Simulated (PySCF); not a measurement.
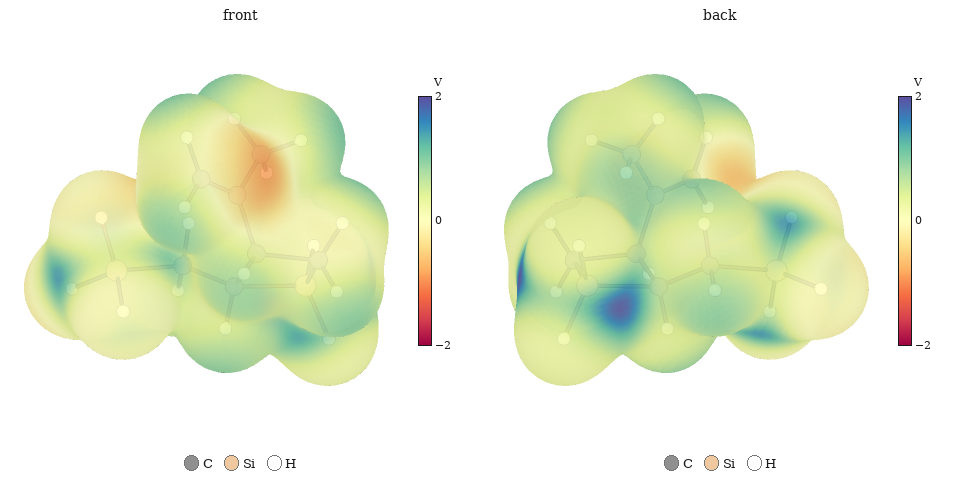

The picture shows: C$_{7}$H$_{16}$Si$_{2}$. The electrostatic potential painted on the density surface at 0.004 e/bohr³, seen from the front and from behind; red is negative and blue positive.

Geometry: GFN2-xTB.

Computed with PBE0/pcSseg-1, SCF density, gas phase, non-relativistic (PySCF 2.14.0).

```yaml
atoms:
  - { symbol: C, position_ang: [1.3058, 1.8340, 0.8711] }
  - { symbol: C, position_ang: [1.1807, 0.5762, 0.4704] }
  - { symbol: C, position_ang: [2.0521, 0.0289, -0.6222] }
  - { symbol: C, position_ang: [0.1838, -0.3368, 1.1187] }
  - { symbol: C, position_ang: [0.7105, -1.7748, 1.3576] }
  - { symbol: Si, position_ang: [-0.3910, -2.4807, -0.0308] }
  - { symbol: C, position_ang: [-1.0435, -0.6941, 0.2222] }
  - { symbol: C, position_ang: [-1.3874, 0.2179, -0.9501] }
  - { symbol: Si, position_ang: [-2.0152, 1.9504, -0.4543] }
  - { symbol: H, position_ang: [2.0094, 2.5103, 0.4139] }
  - { symbol: H, position_ang: [0.7129, 2.2402, 1.6731] }
  - { symbol: H, position_ang: [2.4543, 0.8370, -1.2295] }
  - { symbol: H, position_ang: [1.5071, -0.6596, -1.2624] }
  - { symbol: H, position_ang: [2.8939, -0.5165, -0.1945] }
  - { symbol: H, position_ang: [-0.1412, 0.1388, 2.0485] }
  - { symbol: H, position_ang: [0.4335, -2.1325, 2.3477] }
  - { symbol: H, position_ang: [1.7892, -1.8722, 1.2779] }
  - { symbol: H, position_ang: [0.2629, -2.7691, -1.3091] }
  - { symbol: H, position_ang: [-1.2993, -3.5759, 0.3109] }
  - { symbol: H, position_ang: [-1.9240, -0.7323, 0.8726] }
  - { symbol: H, position_ang: [-2.1675, -0.2815, -1.5314] }
  - { symbol: H, position_ang: [-0.5304, 0.3147, -1.6166] }
  - { symbol: H, position_ang: [-0.9657, 2.9606, -0.5760] }
  - { symbol: H, position_ang: [-2.5180, 1.9192, 0.9218] }
  - { symbol: H, position_ang: [-3.1236, 2.3220, -1.3416] }
```

Question: Describe the electrostatic potential map.

Answer: The most negative region (about −0.8 V, or −18 kcal/mol for a unit charge) lies over the π face of C1 and C2, the most positive (about +1.8 V, or +42 kcal/mol for a unit charge) over Si6.

Question: How polar is the molecule by this calculation?

Answer: Its dipole moment is 0.94 D.
